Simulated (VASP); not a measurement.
Band structure of Pd (fcc). Level of theory: optB88-vdW, VASP's PBE PAW potentials (set 64) (plane waves; VASP 6.6.1).

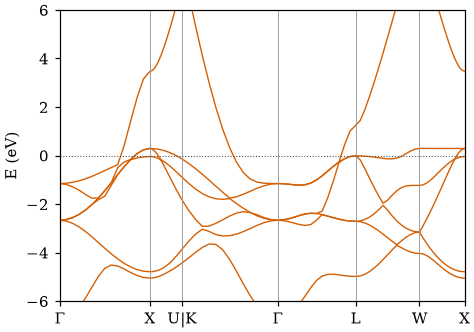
Figure. Bands along high-symmetry lines, zero at the valence-band maximum or, without a gap, the Fermi level

Question: Read the plot: is there a gap, and where are the band edges?

Answer: It has no gap at this level: it comes out as a metal or semimetal. (Edges off the drawn lines would not show.)

The compound is Pd in the fcc structure. It was relaxed first.
